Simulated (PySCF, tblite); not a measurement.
# C₅H₁₃NOSi: geometry, infrared bands and NMR shifts

What infrared bands and NMR shifts should C₅H₁₃NOSi (`C=C(CC)[Si@H](N)OC`) show?

Computed with tblite 0.8.0 and PySCF 2.14.0, with density-fitted response routines of our own, on a single molecule in the gas phase. Atoms are numbered from 0 throughout.

## (1) Starting geometry

21 atoms, charge 0, multiplicity 1; geometry from: force field or distance geometry start.

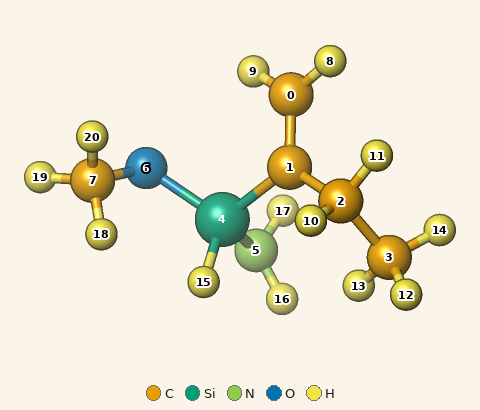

The starting geometry (carbon amber, silicon teal, nitrogen green, oxygen blue, hydrogen yellow), atoms numbered; sticks join atoms by distance.

## (2) Relaxing the molecule with GFN2-xTB

Job settings and geometry (Å):

```
{"job": {"kind": "relax", "xc": "GFN2-xTB", "basis": "xTB"}, "charge": 0, "multiplicity": 1}
C     -0.138000     0.113500     2.007200
C     -0.467600     0.171400     0.691400
C     -1.824500     0.602100     0.272100
C     -2.578900    -0.424700    -0.521700
Si     0.840700    -0.320600    -0.502500
N      0.806800    -2.053200    -0.872800
O      2.423300     0.015800     0.114600
C      2.884700     1.224700    -0.358300
H     -0.879700     0.390800     2.762600
H      0.858400    -0.209600     2.289900
H     -1.759300     1.570200    -0.229700
H     -2.391600     0.744500     1.231000
H     -3.320600     0.109300    -1.142800
H     -1.851800    -0.992900    -1.134500
H     -3.168800    -1.045900     0.191200
H      0.586100     0.429200    -1.728200
H      0.182900    -2.294400    -1.639000
H      0.729400    -2.642900    -0.030500
H      2.351100     1.474500    -1.303300
H      3.973500     1.130800    -0.503600
H      2.734700     2.024300     0.406500
```

Launch:

```console
$ OMP_NUM_THREADS=1 python probes_run.py task.json out
```

One launch serves the whole session: the jobs run in the order shown.

What it wrote:

```text
step      E/eV     max force
  0    -708.63633    2.711
  1    -708.92488    1.828
  2    -709.03049    0.888
  3    -709.08759    0.833
  4    -709.15698    0.525
  5    -709.18625    0.457
  6    -709.23038    0.385
  7    -709.25483    0.334
  8    -709.27427    0.331
  9    -709.28783    0.258
 10    -709.30080    0.260
 11    -709.31248    0.283
 12    -709.32189    0.204
 13    -709.32842    0.223
 14    -709.33418    0.236
 15    -709.34025    0.207
 16    -709.34621    0.195
 17    -709.35151    0.164
 18    -709.35605    0.153
 19    -709.36067    0.175
 20    -709.36624    0.227
 21    -709.37260    0.233
 22    -709.37846    0.168
 23    -709.38264    0.126
 24    -709.38570    0.129
 25    -709.38888    0.139
 26    -709.39277    0.153
 27    -709.39696    0.165
 28    -709.40077    0.133
 29    -709.40430    0.138
 30    -709.40832    0.148
 31    -709.41351    0.163
 32    -709.41925    0.140
 33    -709.42417    0.137
 34    -709.42812    0.162
 35    -709.42831    0.225
 36    -709.43587    0.186
 37    -709.44062    0.147
 38    -709.44888    0.184
 39    -709.45177    0.150
 40    -709.45465    0.125
 41    -709.45948    0.165
 42    -709.46402    0.132
 43    -709.46733    0.141
 44    -709.47085    0.170
 45    -709.47508    0.167
 46    -709.47907    0.138
 47    -709.48285    0.145
 48    -709.48553    0.100
 49    -709.48850    0.090
 50    -709.49006    0.087
 51    -709.49185    0.083
 52    -709.49277    0.076
 53    -709.49359    0.070
 54    -709.49446    0.081
 55    -709.49538    0.085
 56    -709.49636    0.073
 57    -709.49749    0.073
 58    -709.49879    0.083
 59    -709.50009    0.078
 60    -709.50146    0.105
 61    -709.50282    0.098
 62    -709.50452    0.095
 63    -709.50605    0.122
 64    -709.50781    0.079
 65    -709.50931    0.119
 66    -709.51109    0.129
 67    -709.51255    0.127
 68    -709.51450    0.117
 69    -709.51620    0.107
 70    -709.51784    0.072
 71    -709.51888    0.088
 72    -709.52005    0.120
 73    -709.52106    0.097
 74    -709.52204    0.056
 75    -709.52269    0.058
 76    -709.52301    0.050
 77    -709.52337    0.033
 78    -709.52364    0.043
 79    -709.52380    0.044
 80    -709.52400    0.045
 81    -709.52423    0.044
 82    -709.52446    0.030
 83    -709.52461    0.022
 84    -709.52471    0.023
 85    -709.52480    0.023
 86    -709.52492    0.025
 87    -709.52502    0.018
 88    -709.52509    0.015
 89    -709.52516    0.016
 90    -709.52524    0.022
 91    -709.52536    0.033
 92    -709.52549    0.023
 93    -709.52564    0.032
 94    -709.52576    0.026
 95    -709.52587    0.027
 96    -709.52598    0.026
 97    -709.52611    0.024
 98    -709.52623    0.027
 99    -709.52633    0.024
100    -709.52641    0.048
101    -709.52647    0.028
102    -709.52654    0.025
103    -709.52665    0.018
104    -709.52674    0.020
105    -709.52687    0.023
106    -709.52701    0.026
107    -709.52720    0.030
108    -709.52740    0.030
109    -709.52757    0.035
110    -709.52769    0.034
111    -709.52780    0.026
112    -709.52790    0.025
113    -709.52798    0.026
114    -709.52807    0.026
115    -709.52817    0.022
116    -709.52829    0.028
117    -709.52841    0.020
118    -709.52849    0.022
119    -709.52856    0.027
120    -709.52864    0.026
121    -709.52873    0.022
122    -709.52881    0.025
123    -709.52889    0.022
124    -709.52899    0.019
125    -709.52911    0.028
126    -709.52920    0.025
127    -709.52926    0.027
128    -709.52931    0.019
129    -709.52938    0.024
130    -709.52948    0.026
131    -709.52959    0.019
132    -709.52966    0.018
133    -709.52972    0.020
134    -709.52979    0.020
135    -709.52988    0.023
136    -709.52995    0.017
137    -709.52999    0.013
138    -709.53002    0.011
139    -709.53004    0.012
140    -709.53007    0.016
141    -709.53009    0.011
142    -709.53012    0.012
143    -709.53015    0.011
144    -709.53018    0.011
145    -709.53020    0.011
146    -709.53023    0.013
147    -709.53025    0.013
148    -709.53027    0.012
149    -709.53028    0.010
150    -709.53030    0.010
151    -709.53032    0.013
152    -709.53035    0.013
153    -709.53039    0.017
154    -709.53043    0.017
155    -709.53047    0.016
156    -709.53052    0.015
157    -709.53056    0.014
158    -709.53058    0.012
159    -709.53060    0.010
```

Run time: 2.2 s. Hardware: 1 thread of Arm Neoverse N1, shared host; peak memory 0.18 GiB.

Step by step: (not every step is listed)

| step | energy from step 0 (eV) | largest force (eV/Å) |
| --- | --- | --- |
| 0 | 0.0000 | 2.7115 |
| 1 | -0.2885 | 1.8285 |
| 2 | -0.3942 | 0.8882 |
| 3 | -0.4513 | 0.8326 |
| 4 | -0.5206 | 0.5247 |
| 5 | -0.5499 | 0.4568 |
| 6 | -0.5940 | 0.3848 |
| 7 | -0.6185 | 0.3342 |
| 8 | -0.6379 | 0.3313 |
| 22 | -0.7421 | 0.1676 |
| 36 | -0.7995 | 0.1865 |
| 50 | -0.8537 | 0.0872 |
| 64 | -0.8715 | 0.0793 |
| 78 | -0.8873 | 0.0425 |
| 92 | -0.8892 | 0.0229 |
| 106 | -0.8907 | 0.0257 |
| 120 | -0.8923 | 0.0257 |
| 134 | -0.8935 | 0.0196 |
| 148 | -0.8939 | 0.0121 |
| 154 | -0.8941 | 0.0173 |
| 155 | -0.8941 | 0.0161 |
| 156 | -0.8942 | 0.0154 |
| 157 | -0.8942 | 0.0144 |
| 158 | -0.8942 | 0.0120 |
| 159 | -0.8943 | 0.0095 |

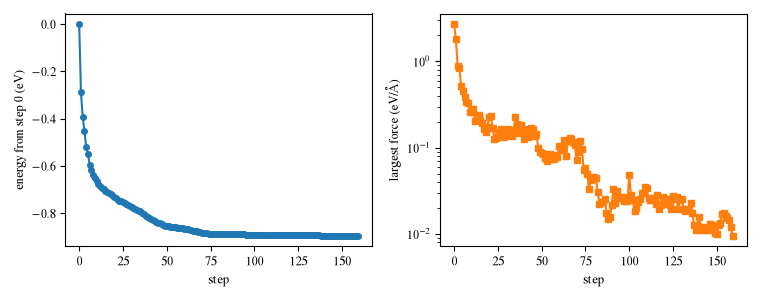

Energy and force, step by step.

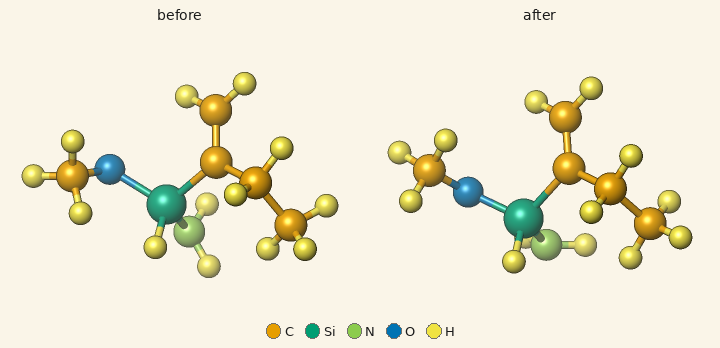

The geometry before (left) and after (right).

Distances of close pairs at the start and the end, largest changes first:

| bond | before (Å) | after (Å) | change (Å) |
| --- | --- | --- | --- |
| Si4–O6 | 1.732 | 1.631 | -0.101 |
| C1–Si4 | 1.838 | 1.898 | +0.060 |
| Si4–N5 | 1.772 | 1.720 | -0.052 |
| C0–C1 | 1.358 | 1.327 | -0.031 |
| C2–H11 | 1.123 | 1.093 | -0.030 |
| C3–H14 | 1.114 | 1.088 | -0.026 |
| C2–C3 | 1.501 | 1.527 | +0.026 |
| N5–H17 | 1.031 | 1.006 | -0.025 |

The next job starts from the end point, and lists it.

## (3) Harmonic vibrations with GFN2-xTB

Job settings and geometry (Å):

```
{"job": {"kind": "ir", "xc": "GFN2-xTB", "basis": "xTB"}, "charge": 0, "multiplicity": 1}
C     -0.103563     0.322687     1.883727
C     -0.474594     0.288546     0.610126
C     -1.869053     0.680291     0.207455
C     -2.634640    -0.513099    -0.358906
Si     0.707717    -0.285903    -0.759444
N      0.656556    -1.969113    -1.111275
O      2.271880    -0.104500    -0.335400
C      2.933584     1.098435    -0.101602
H     -0.770044     0.637401     2.674884
H      0.889022     0.037214     2.192996
H     -1.814748     1.457656    -0.558879
H     -2.409982     1.085690     1.066555
H     -3.648823    -0.223866    -0.625992
H     -2.134941    -0.894524    -1.245856
H     -2.687159    -1.310889     0.379080
H      0.409298     0.468052    -1.985961
H     -0.170987    -2.495270    -0.894426
H      1.482975    -2.510931    -0.922025
H      3.014814     1.679925    -1.023568
H      3.935434     0.868165     0.264196
H      2.408333     1.700980     0.643845
```

What it wrote:

```text
mode    cm-1     km/mol
  1      39.3      0.67
  2      61.0      4.99
  3      74.2      6.69
  4      97.3      3.58
  5      99.7      2.60
  6     140.1      1.84
  7     166.7      5.40
  8     174.2      5.23
  9     225.6      2.50
 10     232.9      1.75
 11     295.7      8.77
 12     347.6     19.06
 13     384.8     11.58
 14     441.2    258.15
 15     504.9     22.06
 16     613.0     38.88
 17     686.4     82.87
 18     704.0     48.15
 19     719.0     85.18
 20     737.7     23.52
 21     832.7     14.82
 22     847.2    253.52
 23     909.7     48.96
 24     917.8     60.81
 25     925.6     89.29
 26    1030.7      0.85
 27    1080.9      3.90
 28    1089.0      2.88
 29    1137.3      3.12
 30    1141.4    131.56
 31    1157.3    104.42
 32    1221.7      9.98
 33    1255.2      1.30
 34    1319.4      1.61
 35    1407.9      0.64
 36    1418.7      0.26
 37    1425.8      0.91
 38    1485.9      0.39
 39    1486.3      2.50
 40    1493.9      1.93
 41    1500.1     19.57
 42    1504.1     19.83
 43    1514.1     23.09
 44    1680.5      9.20
 45    2183.9    312.62
 46    2939.4     43.50
 47    2952.6     38.33
 48    2953.1     51.23
 49    2965.0     46.06
 50    2982.8     34.87
 51    3026.5     51.28
 52    3030.9     41.11
 53    3042.9     25.89
 54    3052.3     75.80
 55    3097.9     44.86
 56    3494.5      7.52
 57    3542.0      0.25
```

Run time: 1.5 s. Hardware: 1 thread of Arm Neoverse N1, shared host; peak memory 0.18 GiB.

Which atoms move in the most intense modes:

| cm⁻¹ | km/mol | atoms |
| --- | --- | --- |
| 441 | 258.1 | H16 35 %, H17 30 %, N5 17 % |
| 686 | 82.9 | H15 76 % |
| 719 | 85.2 | H15 51 %, H9 18 %, H8 17 % |
| 847 | 253.5 | H17 26 %, H16 23 %, Si4 22 % |
| 926 | 89.3 | Si4 17 %, N5 15 %, H9 14 %, H8 12 % |
| 1141 | 131.6 | O6 37 %, C7 34 %, H19 13 % |
| 1157 | 104.4 | H19 30 %, O6 28 %, C7 22 %, H20 12 % |
| 2184 | 312.6 | H15 97 % |

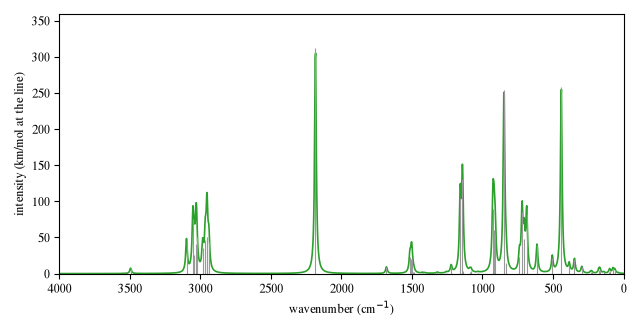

The infrared spectrum from these modes, unscaled. Lines are broadened to a width of 14 cm⁻¹ (Lorentzian).

## (4) NMR shieldings: PBE0/pcSseg-1

Same as in step 3 but for these lines:

```diff
@@ -1,2 +1,2 @@
-{"job": {"kind": "ir", "xc": "GFN2-xTB", "basis": "xTB"}, "charge": 0, "multiplicity": 1}
+{"job": {"kind": "nmr", "xc": "PBE0", "basis": "pcSseg-1"}, "charge": 0, "multiplicity": 1}
 C     -0.103563     0.322687     1.883727
```

Level: GIAO PBE0/pcSseg-1 NMR shielding, non-relativistic, gas phase.

What it wrote:

```text
coarse grid: 17264 points
cycle   1  E = -617.1202887748  dE =  8.272e-01  |g| = 7.983e-01  |ddm| = 3.972e+00
cycle   2  E = -617.0009355544  dE =  1.194e-01  |g| = 1.131e+00  |ddm| = 1.658e+00
cycle   3  E = -617.2468096427  dE = -2.459e-01  |g| = 1.208e-01  |ddm| = 1.105e+00
cycle   4  E = -617.2493741039  dE = -2.564e-03  |g| = 4.264e-02  |ddm| = 1.210e-01
cycle   5  E = -617.2497500388  dE = -3.759e-04  |g| = 1.101e-02  |ddm| = 4.284e-02
cycle   6  E = -617.2497722511  dE = -2.221e-05  |g| = 4.479e-03  |ddm| = 1.190e-02
cycle   7  E = -617.2497770632  dE = -4.812e-06  |g| = 9.520e-04  |ddm| = 4.224e-03
final grid: 160008 points
cycle   8  E = -617.3044021587  dE = -3.883e-05  |g| = 1.182e-02  |ddm| = 3.065e-02
cycle   9  E = -617.3043816319  dE =  2.053e-05  |g| = 1.588e-02  |ddm| = 1.949e-02
cycle  10  E = -617.3044310394  dE = -4.941e-05  |g| = 1.627e-03  |ddm| = 1.158e-02
cycle  11  E = -617.3044315834  dE = -5.440e-07  |g| = 1.779e-04  |ddm| = 1.495e-03
cycle  12  E = -617.3044315883  dE = -4.957e-09  |g| = 8.279e-05  |ddm| = 2.224e-04
cycle  13  E = -617.3044315896  dE = -1.233e-09  |g| = 3.621e-05  |ddm| = 9.730e-05
cycle  14  E = -617.3044315899  dE = -3.045e-10  |g| = 8.606e-06  |ddm| = 3.558e-05
converged SCF energy = -617.3044315899

GIAO shielding tensors (ppm)
atom      isotropic    diamagn.    paramagn.     s11        s22        s33       span
  0 C       56.003     255.285    -199.281    -57.476     71.278    154.209    211.685
  1 C       26.480     268.064    -241.585    -88.604      4.821    163.223    251.828
  2 C      150.305     247.322     -97.017    136.700    143.740    170.475     33.775
  3 C      168.351     249.377     -81.026    157.144    163.682    184.228     27.083
  4 Si     368.756     882.758    -514.001    346.242    362.506    397.522     51.280
  5 N      247.651     320.447     -72.796    200.515    263.587    278.850     78.335
  6 O      327.706     399.516     -71.810    291.545    332.059    359.513     67.968
  7 C      135.117     242.960    -107.843    108.911    111.339    185.101     76.190
  8 H       25.657      32.481      -6.824     22.562     25.088     29.321      6.759
  9 H       26.105      34.003      -7.897     23.076     24.647     30.594      7.518
 10 H       29.311      31.841      -2.529     26.155     27.818     33.962      7.807
 11 H       29.654      32.141      -2.487     25.535     28.883     34.543      9.008
 12 H       30.418      28.353       2.065     26.031     27.308     37.914     11.883
 13 H       30.836      31.967      -1.132     26.612     30.698     35.198      8.586
 14 H       30.997      31.084      -0.086     28.035     28.998     35.959      7.924
 15 H       26.532      31.766      -5.234     23.741     24.822     31.034      7.293
 16 H       31.908      33.529      -1.621     24.052     29.197     42.476     18.424
 17 H       31.146      31.710      -0.564     23.575     27.813     42.050     18.475
 18 H       27.989      28.433      -0.445     23.701     25.528     34.736     11.035
 19 H       27.826      27.633       0.194     23.521     25.321     34.638     11.117
 20 H       27.998      30.760      -2.762     23.097     27.242     33.654     10.557
```

Wall time 68 s (1 thread of Arm Neoverse N1, shared host); peak memory 1 GiB.

The references, computed at this level on geometries of the same kind, shield at (ppm): 1H TMS 31.72, 13C TMS 186.9, 29Si TMS 349.2, 15N NH3 267.7, 17O H2O 336.1. Their shielding less the atom's gives the shift. The references are single molecules in the gas phase, so shifts against H2O, NH3, PH3, H3PO4 or CFCl3 are not on the usual liquid scales and can be off by tens of ppm. Atoms listed in one row are averaged.

| atoms | environment | σ (ppm) | δ (ppm) | δ scaled to CDCl3 |
| --- | --- | --- | --- | --- |
| C1 | fully substituted alkene carbon | 26.5 | 160.4 | 154.7 |
| C0 | terminal =CH2 carbon | 56.0 | 130.9 | 125.9 |
| C7 | methyl carbon bonded to O | 135.1 | 51.8 | 48.6 |
| C2 | allylic sp3 CH2 | 150.3 | 36.6 | 33.8 |
| C3 | methyl carbon | 168.4 | 18.6 | 16.2 |
| H8 | hydrogen on a terminal =CH2 carbon | 25.66 | 6.06 | 5.82 |
| H9 | hydrogen on a terminal =CH2 carbon | 26.11 | 5.61 | 5.40 |
| H15 | hydrogen on a silicon bonded to C, N, O | 26.53 | 5.18 | – |
| H18, H19, H20 | hydrogen on a methyl carbon bonded to O | 27.94 | 3.78 | 3.67 |
| H10 | hydrogen on an allylic sp3 CH2 | 29.31 | 2.41 | 2.37 |
| H11 | hydrogen on an allylic sp3 CH2 | 29.65 | 2.06 | 2.05 |
| H12, H13, H14 | hydrogen on a methyl carbon | 30.75 | 0.97 | 1.02 |
| H16, H17 | hydrogen on a nitrogen bonded to Si | 31.53 | 0.19 | – |
| Si4 | silicon bonded to C, N, O, H | 368.8 | -19.6 | – |
| N5 | nitrogen bonded to Si, 2 H | 247.7 | 20.1 | – |
| O6 | oxygen bonded to C, Si | 327.7 | 8.4 | – |

The scaled column applies a straight-line fit of computed shieldings to shifts measured in CDCl3 (root-mean-square error 0.16 ppm for H, 1.9 ppm for C).

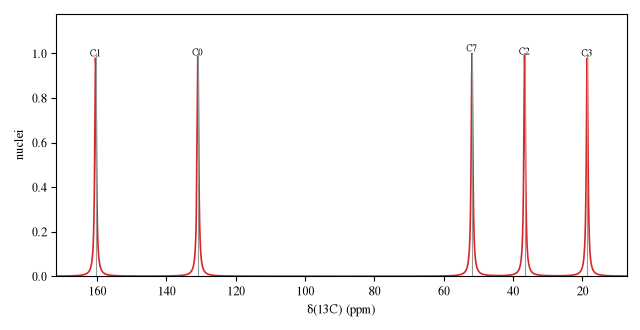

13C lines at the computed shifts, without couplings. Lines are broadened to a width of 0.57 ppm (Lorentzian).

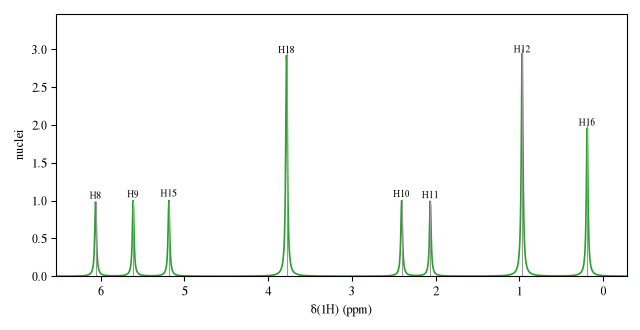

1H lines at the computed shifts, without couplings. Lines are broadened to a width of 0.02 ppm (Lorentzian).

The run also stored atomic charges by several schemes (e):

| atoms | Mulliken | IAO | Hirshfeld | ESP fit |
| --- | --- | --- | --- | --- |
| C0 | -0.09 | -0.30 | -0.10 | -0.37 |
| C1 | -0.60 | -0.29 | -0.09 | -0.32 |
| C2 | -0.16 | -0.25 | -0.07 | 0.27 |
| C3 | -0.30 | -0.41 | -0.11 | -0.32 |
| Si4 | 1.09 | 1.23 | 0.43 | 0.87 |
| N5 | -0.63 | -0.86 | -0.33 | -1.07 |
| O6 | -0.65 | -0.64 | -0.23 | -0.38 |
| C7 | -0.01 | -0.20 | -0.04 | -0.13 |

Hirshfeld charges:

C0 -0.10; C1 -0.09; C2 -0.07; C3 -0.11; Si4 0.43; N5 -0.33; O6 -0.23; C7 -0.04; H8 0.04; H9 0.04; H10 0.04; H11 0.04; H12 0.04; H13 0.04; H14 0.04; H15 -0.10; H16 0.11; H17 0.12; H18 0.04; H19 0.05; H20 0.04

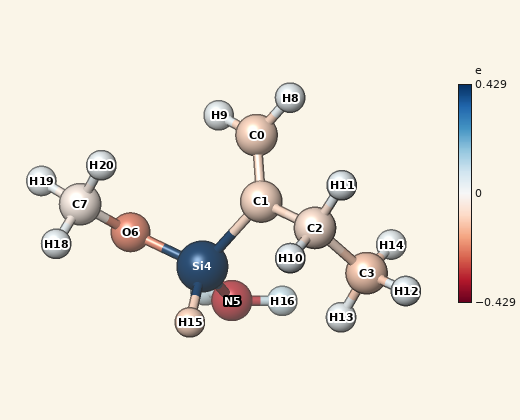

Hirshfeld charges, as colours on the atoms.

Mayer bond orders: C0–C1 1.99, C1–C2 1.02, C2–C3 1.04, C1–Si4 0.77, Si4–N5 1.07, Si4–O6 0.96, O6–C7 0.91.

## (5) Summary of results

```
                                                              quantity                                               value
                             strongest single infrared mode (GFN2-xTB)                               2184 cm⁻¹, 313 km/mol
                                          zero-point energy (GFN2-xTB)                                      108.3 kcal/mol
                                13C shifts against TMS (PBE0/pcSseg-1)                  160.4, 130.9, 51.8, 36.6, 18.6 ppm
1H shifts against TMS (PBE0/pcSseg-1, means over atoms taken as alike)  6.06, 5.61, 5.18, 3.78, 2.41, 2.06, 0.97, 0.19 ppm
                               29Si shifts against TMS (PBE0/pcSseg-1)                                           -19.6 ppm
                                15N shifts against NH3 (PBE0/pcSseg-1)                                            20.1 ppm
                                17O shifts against H2O (PBE0/pcSseg-1)                                             8.4 ppm
```

Over 159 steps the energy fell by 0.894 eV; of the close pairs, Si4–O6 changed most, 1.732 to 1.631 Å. No mode is imaginary among the 57: a minimum at this level. The strongest single mode, at 2184 cm⁻¹, moves mainly H15. Unscaled tight-binding wavenumbers are off by several per cent, some by more. Its intensities can rank the bands wrongly. The most deshielded carbon is C1 (fully substituted alkene carbon), at 160.4 ppm: as expected for a trigonal carbon in a double bond. At PBE0/pcSseg-1: Shielding is most anisotropic at C1 (span 252 ppm, paramagnetic term -242 ppm).
